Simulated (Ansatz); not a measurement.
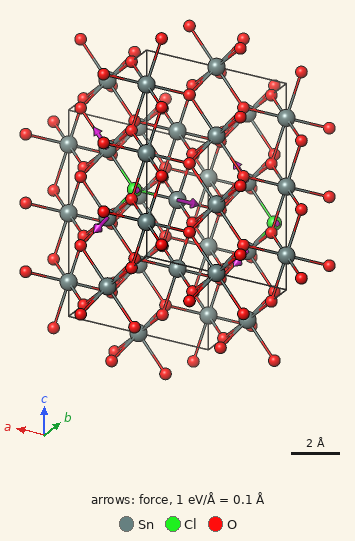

Starting geometry of a defect cell of composition Sn12ClO23 (cell charge +1) with the computed forces as purple arrows. The picture is a ball-and-stick view of the cell of the calculation (origin shifted), seen from a free direction.

Computed with DFT, PBE, plane-wave PAW, default files, scalar-relativistic, frozen cores (Ansatz 0.2.0). (plane-wave cutoff 420 eV; k-point mesh 4 × 4 × 3; occupations fermi dirac; smearing width 0.01 eV; no spin polarisation; potentials kind: paw, frozen_core: stored; atoms relaxed in a fixed cell; force threshold 0.02 eV/Å; at most 50 steps)

> Is this structure relaxed? If not, where do the atoms go?

It isn't relaxed: the largest force vector, on Sn atoms, is 11.36 eV/Å. The final displacements follow the starting forces only in part (cosine between the two patterns 0.69). The energy falls by 4.272 eV per cell of the calculation in 5 geometry steps. The largest force component goes from 9 to 0.0092 eV/Å. A Sn atom moves most: 0.32 Å along −a. By element the largest moves are Sn 0.32 Å, O 0.18 Å, Cl 0.11 Å. The cell doesn't change. Among the contacts that change: Cl–Sn 2.052 → 2.397 Å, Cl–Sn 2.058 → 2.267 Å, O–Sn 2.058 → 1.910 Å, O–Sn 2.052 → 1.958 Å. Bond angles that change, for instance: Sn–O–Sn 101.9° → 125.4°, O–Sn–O 180.0° → 160.4°, O–Sn–O 101.9° → 115.4°. Cost: 3.5 min on 4 threads of Intel(R) Xeon(R) Platinum 8259CL CPU @ 2.50GHz (Skylake/Cascade Lake), on a shared host, peak memory 2.9 GiB.

Limits of the set-up: the periodic images lie only 6.7 Å apart, so the values are limited by the cell's size; the cell is charged, on a uniform background, and energies carry no finite-size correction.
